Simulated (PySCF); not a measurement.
# GeHSCl (SMILES [SH][Ge][Cl]), step by step

Aim: a series of 18 runs (PBE0-D4/def2-TZVP, CCSD(T)/def2-TZVPP, RI-MP2/def2-QZVPP, PBE-D4/def2-TZVPP, r2SCAN-D4/def2-TZVPP, B3LYP-D4/def2-TZVPP, PBE0-D4/def2-TZVPP, wB97M-V/def2-TZVPP, and more) of ClGeHS. The job is set up through a Python script.

The results are computed with PySCF 2.14.0.

1 further run of the same task is left out (for a faulty analytic Hessian).

## (1) Starting point

GeHSCl: 4 atoms, total charge 0, spin state singlet. SMILES: `[SH][Ge][Cl]`. Geometry: a rough force-field guess. The run starts from this shape.

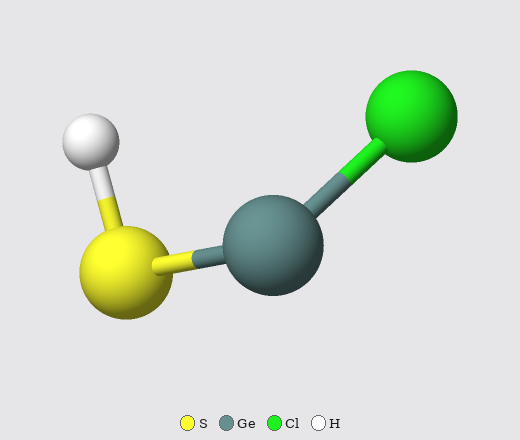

Viewed from a chosen angle; sulfur yellow, germanium teal, chlorine green, hydrogen white.

## (2) A geometry optimisation at PBE0-D4/def2-TZVP (density fitting with def2-universal-jkfit) (run 1)

input.xyz

```xyz
4

S     -0.154100     1.032300    -0.986300
Ge    -0.956200    -0.760300     0.003200
Cl     0.687900    -1.880200     0.780700
H      0.478000     1.547900     0.182000
```

input.py

```python
from pyscf import gto, dft
from pyscf.geomopt.geometric_solver import kernel as optimise

mol = gto.Mole()
mol.atom = 'input.xyz'
mol.charge = 0
mol.verbose = 3
mol.basis = 'def2-tzvp'
mol.max_memory = 1860
mol.build()

mf = dft.RKS(mol, xc='pbe0')
mf = mf.density_fit(auxbasis='def2-universal-jkfit')
mf.disp = 'd4'
mf.max_cycle = 100
mf.conv_tol = 1e-09
mf.grids.level = 4
converged, mol_eq = optimise(mf, maxsteps=100)
print('converged:', converged)
print(mol_eq.tostring())

mf.reset(mol_eq)
mol = mol_eq
mf.kernel()
e_tot = mf.e_tot
print('Final energy', e_tot)
```

Launch:

```bash
OMP_NUM_THREADS=1 python input.py
```

The log of the run:

```text
<dir> SyntaxWarning: invalid escape sequence '\W'
  S = {(paw_set(r)[0], bool(re.search(r"spin_orbit\W+true|paw_fr", str((r.get("files") or {}).get("input") or "")) or re.search("(?i)spin.orbit\W+(value\W+)?(true|yes)|value\W+spin-orbit", json.dumps(r.get("inputs"), default=str)))) for r in records}

maxiter                   100
----------------------------------------------------------
Custom engine selected.
Bonds will be generated from interatomic distances less than 1.20 times sum of covalent radii
12 internal coordinates being used (instead of 12 Cartesians)
Internal coordinate system (atoms numbered from 1):
Distance 1-2
Distance 1-4
Distance 2-3
Angle 2-1-4
Angle 1-2-3
Dihedral 4-1-2-3
Translation-X 1-4
Translation-Y 1-4
Translation-Z 1-4
Rotation-A 1-4
Rotation-B 1-4
Rotation-C 1-4
> ===== Optimization Info: ====
> Job type: Energy minimization
> Maximum number of optimization cycles: 100
> Initial / maximum trust radius (Angstrom): 0.100 / 0.300
> Convergence Criteria:
> Will converge when all 5 criteria are reached:
>  |Delta-E| < 1.00e-06
>  RMS-Grad  < 3.00e-04
>  Max-Grad  < 4.50e-04
>  RMS-Disp  < 1.20e-03
>  Max-Disp  < 1.80e-03
> === End Optimization Info ===

Geometry optimization cycle 1
Cartesian coordinates (Angstrom)
 Atom        New coordinates             dX        dY        dZ
   S  -0.154100   1.032300  -0.986300    0.000000  0.000000  0.000000
  Ge  -0.956200  -0.760300   0.003200    0.000000  0.000000  0.000000
  Cl   0.687900  -1.880200   0.780700    0.000000  0.000000  0.000000
   H   0.478000   1.547900   0.182000    0.000000  0.000000  0.000000

WARN: Mole.unit (angstrom) is changed to Bohr

converged SCF energy = -2935.52914599428
--------------- DFRKS_Scanner gradients ---------------
         x                y                z
0 S    -0.0216397771    -0.0297205162    -0.0217688016
1 Ge     0.0295032810     0.0115348979     0.0017608240
2 Cl    -0.0174760992     0.0033598747    -0.0080258519
3 H     0.0096067968     0.0148231719     0.0280338034
----------------------------------------------
cycle 1: E = -2935.52914599  dE = -2935.53  norm(grad) = 0.0656589
Step    0 : Gradient = 3.283e-02/4.273e-02 (rms/max) Energy = -2935.5291459943
Hessian Eigenvalues: 2.30000e-02 5.00000e-02 5.00000e-02 ... 2.06470e-01 2.27453e-01 2.50000e-01

Geometry optimization cycle 2
Cartesian coordinates (Angstrom)
 Atom        New coordinates             dX        dY        dZ
   S  -0.174534   1.078496  -0.943419   -0.020434  0.046196  0.042881
  Ge  -1.015538  -0.794843  -0.048983   -0.059338 -0.034543 -0.052183
  Cl   0.718850  -1.778103   0.805509    0.030950  0.102097  0.024809
   H   0.526933   1.434198   0.166493    0.048933 -0.113702 -0.015507
converged SCF energy = -2935.53780893261
--------------- DFRKS_Scanner gradients ---------------
         x                y                z
0 S    -0.0031397975    -0.0097214628    -0.0076833927
1 Ge     0.0109239760     0.0055775163     0.0048403247
2 Cl    -0.0066222147    -0.0009868631    -0.0053007040
3 H    -0.0011643349     0.0051369961     0.0081362805
----------------------------------------------
cycle 2: E = -2935.53780893  dE = -0.00866294  norm(grad) = 0.022453
Step    1 : Displace = 9.923e-02/1.248e-01 (rms/max) Trust = 1.000e-01 (=) Grad = 1.123e-02/1.319e-02 (rms/max) E (change) = -2935.5378089326 (-8.663e-03) Quality = 1.123
Hessian Eigenvalues: 1.75081e-02 5.00000e-02 5.00000e-02 ... 2.09626e-01 2.27843e-01 2.48862e-01

Geometry optimization cycle 3
Cartesian coordinates (Angstrom)
 Atom        New coordinates             dX        dY        dZ
   S  -0.245944   1.137719  -0.866347   -0.071410  0.059223  0.077072
  Ge  -1.050869  -0.847027  -0.144963   -0.035331 -0.052184 -0.095980
  Cl   0.733889  -1.636329   0.851399    0.015040  0.141774  0.045890
   H   0.618693   1.285146   0.139786    0.091760 -0.149053 -0.026707
converged SCF energy = -2935.54332001525
--------------- DFRKS_Scanner gradients ---------------
         x                y                z
0 S     0.0076012119     0.0001266929    -0.0006360142
1 Ge    -0.0007546377    -0.0006538908     0.0046235517
2 Cl    -0.0001181320    -0.0012593623    -0.0030527941
3 H    -0.0067288733     0.0017845014    -0.0009311540
----------------------------------------------
cycle 3: E = -2935.54332002  dE = -0.00551108  norm(grad) = 0.0118668
Step    2 : Displace = 1.427e-01/1.799e-01 (rms/max) Trust = 1.414e-01 (+) Grad = 5.933e-03/7.629e-03 (rms/max) E (change) = -2935.5433200153 (-5.511e-03) Quality = 1.003
Hessian Eigenvalues: 1.52332e-02 5.00000e-02 5.00000e-02 ... 2.09660e-01 2.38017e-01 2.94500e-01

Geometry optimization cycle 4
Cartesian coordinates (Angstrom)
 Atom        New coordinates             dX        dY        dZ
   S  -0.384524   1.225310  -0.676827   -0.138581  0.087591  0.189520
  Ge  -1.011897  -0.917130  -0.312739    0.038972 -0.070103 -0.167776
  Cl   0.707478  -1.509508   0.939689   -0.026412  0.126821  0.088290
   H   0.744754   1.141066   0.029422    0.126060 -0.144080 -0.110364
converged SCF energy = -2935.54681550387
--------------- DFRKS_Scanner gradients ---------------
         x                y                z
0 S     0.0065151553     0.0045486859     0.0024401740
1 Ge    -0.0050961845    -0.0055918530    -0.0012153099
2 Cl     0.0024022951     0.0008367559     0.0012267528
3 H    -0.0038267902     0.0002100806    -0.0024507734
----------------------------------------------
cycle 4: E = -2935.5468155  dE = -0.00349549  norm(grad) = 0.0125092
Step    3 : Displace = 2.061e-01/2.432e-01 (rms/max) Trust = 2.000e-01 (+) Grad = 6.255e-03/8.312e-03 (rms/max) E (change) = -2935.5468155039 (-3.495e-03) Quality = 0.751
Hessian Eigenvalues: 2.42270e-02 5.00000e-02 5.00000e-02 ... 2.13619e-01 2.40755e-01 2.89539e-01

Geometry optimization cycle 5
Cartesian coordinates (Angstrom)
 Atom        New coordinates             dX        dY        dZ
   S  -0.390001   1.224660  -0.687150   -0.005476 -0.000651 -0.010323
  Ge  -0.997636  -0.909048  -0.308738    0.014261  0.008082  0.004001
  Cl   0.703671  -1.534064   0.943003   -0.003807 -0.024555  0.003314
   H   0.740011   1.158040   0.032422   -0.004743  0.016975  0.003000
converged SCF energy = -2935.54705276178
--------------- DFRKS_Scanner gradients ---------------
         x                y                z
0 S     0.0017990897     0.0028547928     0.0000022100
1 Ge    -0.0017765053    -0.0023334277    -0.0001943391
2 Cl     0.0010920292    -0.0002360891     0.0007008713
3 H    -0.0011194099    -0.0002790607    -0.0005071109
----------------------------------------------
cycle 5: E = -2935.54705276  dE = -0.000237258  norm(grad) = 0.00483247
Step    4 : Displace = 1.817e-02/2.508e-02 (rms/max) Trust = 2.828e-01 (+) Grad = 2.416e-03/3.374e-03 (rms/max) E (change) = -2935.5470527618 (-2.373e-04) Quality = 1.271
Hessian Eigenvalues: 2.46599e-02 4.99991e-02 5.00000e-02 ... 2.12178e-01 2.51614e-01 2.72468e-01

Geometry optimization cycle 6
Cartesian coordinates (Angstrom)
 Atom        New coordinates             dX        dY        dZ
   S  -0.394880   1.219762  -0.683275   -0.004879 -0.004898  0.003875
  Ge  -0.990908  -0.907646  -0.311959    0.006728  0.001402 -0.003221
  Cl   0.700066  -1.537855   0.943513   -0.003605 -0.003791  0.000510
   H   0.742083   1.164951   0.031166    0.002072  0.006911 -0.001256
converged SCF energy = -2935.54709874948
--------------- DFRKS_Scanner gradients ---------------
         x                y                z
0 S    -0.0001505349     0.0005646519    -0.0002704096
1 Ge     0.0000421094    -0.0001879891     0.0000796562
2 Cl     0.0000747551    -0.0001108834     0.0000997268
3 H     0.0000292166    -0.0002597020     0.0000919972
----------------------------------------------
cycle 6: E = -2935.54709875  dE = -4.59877e-05  norm(grad) = 0.000750109
Step    5 : Displace = 6.726e-03/7.898e-03 (rms/max) Trust = 3.000e-01 (+) Grad = 3.751e-04/6.439e-04 (rms/max) E (change) = -2935.5470987495 (-4.599e-05) Quality = 1.116
Hessian Eigenvalues: 2.48732e-02 4.99928e-02 5.00000e-02 ... 2.13159e-01 2.51334e-01 2.80999e-01

Geometry optimization cycle 7
Cartesian coordinates (Angstrom)
 Atom        New coordinates             dX        dY        dZ
   S  -0.394654   1.217214  -0.682660    0.000226 -0.002548  0.000615
  Ge  -0.991182  -0.908498  -0.312006   -0.000275 -0.000852 -0.000047
  Cl   0.699634  -1.538532   0.942566   -0.000432 -0.000677 -0.000948
   H   0.742796   1.168719   0.031496    0.000712  0.003768  0.000330
converged SCF energy = -2935.54710162538
--------------- DFRKS_Scanner gradients ---------------
         x                y                z
0 S    -0.0001379395     0.0000635739    -0.0001095091
1 Ge     0.0001131855     0.0000418386     0.0000574111
2 Cl    -0.0000411030    -0.0000028845    -0.0000194032
3 H     0.0000613074    -0.0000964661     0.0000726123
----------------------------------------------
cycle 7: E = -2935.54710163  dE = -2.8759e-06  norm(grad) = 0.000270795
Step    6 : Displace = 2.405e-03/3.765e-03 (rms/max) Trust = 3.000e-01 (=) Grad = 1.354e-04/1.872e-04 (rms/max) E (change) = -2935.5471016254 (-2.876e-06) Quality = 1.231
Hessian Eigenvalues: 2.50170e-02 4.98798e-02 5.00000e-02 ... 2.11643e-01 2.57893e-01 2.68988e-01

Geometry optimization cycle 8
Cartesian coordinates (Angstrom)
 Atom        New coordinates             dX        dY        dZ
   S  -0.394636   1.216458  -0.682052    0.000018 -0.000756  0.000609
  Ge  -0.991295  -0.909265  -0.312229   -0.000112 -0.000766 -0.000223
  Cl   0.699531  -1.539358   0.942359   -0.000103 -0.000826 -0.000207
   H   0.743263   1.170709   0.031251    0.000468  0.001990 -0.000245
converged SCF energy = -2935.54710196998
--------------- DFRKS_Scanner gradients ---------------
         x                y                z
0 S    -0.0000145724    -0.0000212825    -0.0000014895
1 Ge     0.0000269206     0.0000229398     0.0000090727
2 Cl    -0.0000202552     0.0000134641    -0.0000107507
3 H     0.0000033362    -0.0000090338     0.0000043487
----------------------------------------------
cycle 8: E = -2935.54710197  dE = -3.44597e-07  norm(grad) = 5.30996e-05
Step    7 : Displace = 1.244e-03/2.095e-03 (rms/max) Trust = 3.000e-01 (=) Grad = 2.655e-05/3.651e-05 (rms/max) E (change) = -2935.5471019700 (-3.446e-07) Quality = 1.057
Hessian Eigenvalues: 2.50549e-02 4.90796e-02 5.00000e-02 ... 2.11570e-01 2.53412e-01 2.78287e-01

Geometry optimization cycle 9
Cartesian coordinates (Angstrom)
 Atom        New coordinates             dX        dY        dZ
   S  -0.394604   1.216389  -0.682027    0.000031 -0.000069  0.000025
  Ge  -0.991260  -0.909442  -0.312233    0.000035 -0.000177 -0.000004
  Cl   0.699628  -1.539695   0.942296    0.000097 -0.000338 -0.000063
   H   0.743319   1.171000   0.031237    0.000056  0.000291 -0.000014
converged SCF energy = -2935.54710197646
--------------- DFRKS_Scanner gradients ---------------
         x                y                z
0 S    -0.0000006144    -0.0000032886    -0.0000007524
1 Ge     0.0000001187     0.0000030371     0.0000006865
2 Cl    -0.0000047499     0.0000048533     0.0000009172
3 H     0.0000006682     0.0000015020     0.0000003547
----------------------------------------------
cycle 9: E = -2935.54710198  dE = -6.47651e-09  norm(grad) = 8.44116e-06
Step    8 : Displace = 2.196e-04/3.460e-04 (rms/max) Trust = 3.000e-01 (=) Grad = 4.221e-06/6.853e-06 (rms/max) E (change) = -2935.5471019765 (-6.477e-09) Quality = 0.651
Hessian Eigenvalues: 2.50549e-02 4.90796e-02 5.00000e-02 ... 2.11570e-01 2.53412e-01 2.78287e-01
Converged! =D

converged: True
S          -0.39460446        1.21638871       -0.68202707
Ge         -0.99125969       -0.90944204       -0.31223256
Cl          0.69962817       -1.53969518        0.94229562
H           0.74331932        1.17099955        0.03123702
converged SCF energy = -2935.54710197649
Final energy -2935.5471019764864
```

It took 51 s on 1 thread of AMD EPYC 9R45 (Zen 5), shared host; peak memory 1.2 GiB.

Steps, from the record of the run:

| step | energy from the first frame kept (eV) | largest force (eV/Å) |
| --- | --- | --- |
| 0 | 0.0000 | 2.1970 |
| 1 | -0.2357 | 0.6781 |
| 2 | -0.3857 | 0.3923 |
| 3 | -0.4808 | 0.4274 |
| 4 | -0.4873 | 0.1735 |
| 5 | -0.4885 | 0.0331 |
| 6 | -0.4886 | 0.0096 |
| 7 | -0.4886 | 0.0019 |
| 8 | -0.4886 | 0.0004 |

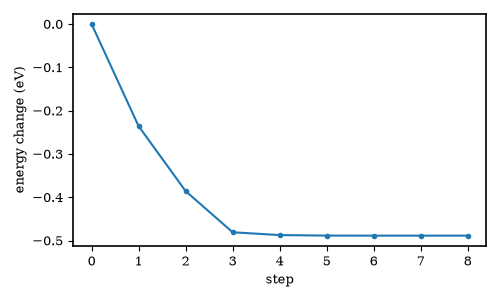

Energy along the run.

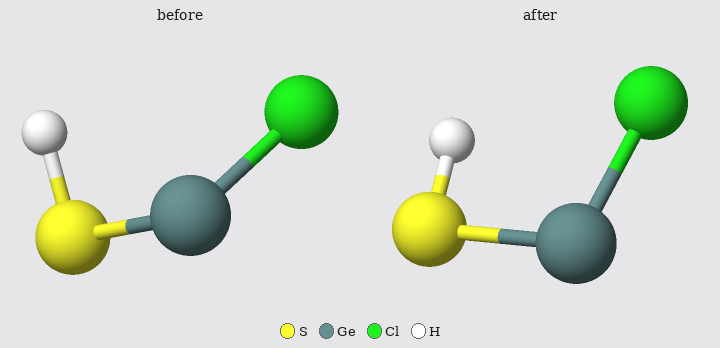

Before and after, at one scale.

After the run. Bond lengths: S1–Ge2 2.239 Å, Ge2–Cl3 2.198 Å, S1–H4 1.344 Å. Angles: S1–Ge2–Cl3 99.3°, Ge2–S1–H4 96.1°.

## (3) A single-point energy at CCSD(T)/def2-TZVPP (run 3)

input.xyz

```xyz
4

S     -0.394604     1.216389    -0.682027
Ge    -0.991260    -0.909442    -0.312233
Cl     0.699628    -1.539695     0.942296
H      0.743319     1.171000     0.031237
```

input.py

```python
from pyscf import gto, cc

mol = gto.M(
    atom='input.xyz',
    spin=0,
    verbose=3,
    basis='def2-tzvpp',
    charge=0,
    max_memory=1860,
)

mf = mol.RHF()
mf.conv_tol = 1e-10
mf.kernel()
if not mf.converged:
    mf = mf.newton().run(mf.mo_coeff, mf.mo_occ)

mycc = cc.CCSD(mf, frozen=19)
mycc.kernel()
e_t = mycc.ccsd_t()
e_final = mycc.e_tot + e_t
print('E(%s) = %.9f' % ('CCSD(T)', e_final))
```

Launch:

```bash
OMP_NUM_THREADS=1 python input.py
```

The log of the run:

```text
<dir> SyntaxWarning: invalid escape sequence '\W'
  S = {(paw_set(r)[0], bool(re.search(r"spin_orbit\W+true|paw_fr", str((r.get("files") or {}).get("input") or "")) or re.search("(?i)spin.orbit\W+(value\W+)?(true|yes)|value\W+spin-orbit", json.dumps(r.get("inputs"), default=str)))) for r in records}
converged SCF energy = -2933.07704186437
E(CCSD) = -2933.701069914843  E_corr = -0.6240280504684013
CCSD(T) correction = -0.0291765932261541
E(CCSD(T)) = -2933.730246508
```

It took 94 s on 1 thread of AMD EPYC 9R45 (Zen 5), shared host; peak memory 2.3 GiB.

Runs 4 to 10 aren't shown in full; the table further down has their settings and results.

## (4) The energy at SVWN5/def2-TZVPP (run 11)

run.py

```python
from pyscf import gto, dft

mol = gto.M(
    atom='S -0.394604 1.216389 -0.682027; Ge -0.991260 -0.909442 -0.312233; Cl 0.699628 -1.539695 0.942296; H 0.743319 1.171000 0.031237',
    spin=0,
    basis='def2-tzvpp',
    verbose=3,
    max_memory=1860,
)

mf = dft.RKS(mol, xc='svwn')
mf.grids.level = 5
mf.conv_tol = 1e-10
mf.kernel()
if not mf.converged:
    mf = mf.newton().run(mf.mo_coeff, mf.mo_occ)

etot = mf.e_tot
print('E = %.10f Eh' % etot)
```

Launch:

```bash
OMP_NUM_THREADS=1 python run.py
```

The log of the run:

```text
<dir> SyntaxWarning: invalid escape sequence '\W'
  S = {(paw_set(r)[0], bool(re.search(r"spin_orbit\W+true|paw_fr", str((r.get("files") or {}).get("input") or "")) or re.search("(?i)spin.orbit\W+(value\W+)?(true|yes)|value\W+spin-orbit", json.dumps(r.get("inputs"), default=str)))) for r in records}
converged SCF energy = -2930.10713886989
E = -2930.1071388699 Eh
```

Wall time 6.3 s (1 thread of AMD EPYC 9R45 (Zen 5), shared host); peak memory 0.72 GiB.

Runs 12 to 18 aren't shown in full; the table further down has their settings and results.

## (5) The doublet cation: a single-point energy at UB3LYP/6-31G(d) (spherical functions) (run 19)

job.py

```python
from pyscf import gto, dft

system = gto.M(
    atom=[
    ('S', (-0.394604, 1.216389, -0.682027)),
    ('Ge', (-0.991260, -0.909442, -0.312233)),
    ('Cl', (0.699628, -1.539695, 0.942296)),
    ('H', (0.743319, 1.171000, 0.031237)),
],
    basis='6-31g*',
    verbose=3,
    charge=1,
    spin=1,
    max_memory=1860,
)

calc0 = dft.UKS(system)
calc0.xc = 'b3lyp'
calc0.conv_tol = 1e-10
calc0.grids.level = 5
calc0.kernel()
if not calc0.converged:
    calc0 = calc0.newton().run(calc0.mo_coeff, calc0.mo_occ)

energy = calc0.e_tot
print('Final energy', energy)
```

Launch:

```bash
OMP_NUM_THREADS=1 python job.py
```

The log of the run:

```text
<dir> SyntaxWarning: invalid escape sequence '\W'
  S = {(paw_set(r)[0], bool(re.search(r"spin_orbit\W+true|paw_fr", str((r.get("files") or {}).get("input") or "")) or re.search("(?i)spin.orbit\W+(value\W+)?(true|yes)|value\W+spin-orbit", json.dumps(r.get("inputs"), default=str)))) for r in records}

WARN: HOMO -0.264103506439739 >= LUMO -0.264103506439735

converged SCF energy = -2935.4592515455  <S^2> = 0.75617752  2S+1 = 2.006168
Final energy -2935.4592515455
```

Run time: 9.3 s. Hardware: 1 thread of AMD EPYC 9R45 (Zen 5), shared host; peak memory 0.38 GiB.

## (6) The series

| run | level | task | integral approximation | partner | energy (Eh) | dipole moment (D) of the reference | HOMO energy (eV) | LUMO energy (eV) | wall time |
| --- | --- | --- | --- | --- | --- | --- | --- | --- | --- |
| 1 | PBE0-D4/def2-TZVP (density fitting with def2-universal-jkfit) | optimise | def2-universal-jkfit | base | -2935.547102 | 0.92 | -7.59 | -2.71 | 51 s |
| 3 | CCSD(T)/def2-TZVPP | energy | none | base | -2933.730247 | 1.04 | -9.90 | 0.32 | 94 s |
| 4 | RI-MP2/def2-QZVPP (density fitting with def2-universal-jkfit) | energy | def2-universal-jkfit | base | -2934.037596 | 1.02 | -9.94 | 0.21 | 3.6 s |
| 5 | PBE-D4/def2-TZVPP | energy | none | base | -2935.432548 | 0.86 | -6.51 | -3.41 | 9.3 s |
| 6 | r2SCAN-D4/def2-TZVPP | energy | none | base | -2936.029615 | 0.84 | -6.80 | -3.40 | 15 s |
| 7 | B3LYP-D4/def2-TZVPP | energy | none | base | -2936.184233 | 1.02 | -7.38 | -2.89 | 11 s |
| 8 | PBE0-D4/def2-TZVPP | energy | none | base | -2935.547745 | 0.93 | -7.59 | -2.71 | 11 s |
| 9 | wB97M-V/def2-TZVPP | energy | none | base | -2935.938170 | 1.05 | -9.63 | -0.78 | 57 s |
| 10 | B2PLYP/def2-TZVPP | energy | none | base | -2935.471808 | 1.07 | -8.43 | -1.59 | 11 s |
| 11 | SVWN5/def2-TZVPP | energy | none | base | -2930.107139 | 0.83 | -6.68 | -3.64 | 6.3 s |
| 12 | M06-2X/def2-TZVPP | energy | none | base | -2936.065973 | 0.98 | -8.59 | -1.84 | 16 s |
| 13 | B3LYP/6-31G* (spherical functions) | energy | none | base | -2935.818021 | 0.82 | -7.41 | -2.91 | 4.5 s |
| 14 | HF/STO-3G | energy | none | base | -2900.142035 | 1.99 | -7.03 | 3.81 | 0.5 s |
| 15 | UPBE-D4/def2-TZVPP | energy | none | cation | -2935.083376 | – | -12.89 | -12.48 | 16 s |
| 16 | UB3LYP-D4/def2-TZVPP | energy | none | cation | -2935.827340 | – | -13.83 | -12.01 | 21 s |
| 17 | UPBE0-D4/def2-TZVPP | energy | none | cation | -2935.191782 | – | -14.08 | -11.75 | 21 s |
| 18 | U-wB97M-V/def2-TZVPP | energy | none | cation | -2935.578919 | – | -16.18 | -9.93 | 1.7 min |
| 19 | UB3LYP/6-31G* (spherical functions) | energy | none | cation | -2935.459252 | – | -13.85 | -12.12 | 9.3 s |

## (7) What came out

| quantity | value |
| --- | --- |
| doublet cation, run 19: total energy | -2935.45925 Eh |
| doublet cation, run 19: HOMO energy (highest over α and β) | -13.85 eV |
| doublet cation, run 19: LUMO energy (lowest over α and β) | -12.12 eV |
| doublet cation, run 19: ⟨S²⟩ | 0.756 |
| vertical ionisation energy (to the doublet cation), PBE-D4/def2-TZVPP | 9.501 eV |
| vertical ionisation energy (to the doublet cation), B3LYP-D4/def2-TZVPP | 9.712 eV |
| vertical ionisation energy (to the doublet cation), PBE0-D4/def2-TZVPP | 9.686 eV |
| vertical ionisation energy (to the doublet cation), wB97M-V/def2-TZVPP | 9.776 eV |
| vertical ionisation energy (to the doublet cation), B3LYP/6-31G* | 9.763 eV |

At PBE-D4/def2-TZVPP: removing an electron at fixed nuclei costs 9.50 eV (219 kcal/mol). −ε(HOMO) before ionisation, 6.51 eV, is 2.99 eV below this ionisation energy. At B3LYP-D4/def2-TZVPP: the vertical ionisation energy comes to 9.71 eV (224 kcal/mol). −ε(HOMO) before ionisation, 7.38 eV, is 2.33 eV below this ionisation energy. At PBE0-D4/def2-TZVPP: the vertical ionisation energy comes to 9.69 eV (935 kJ/mol). The negative HOMO energy of the first species, 7.59 eV, lies 2.10 eV below that difference. Totals of different functionals can't be ranked against each other. In run 14 the basis is minimal, so the values are rough. All runs together took 7.7 min, the longest 1.7 min.
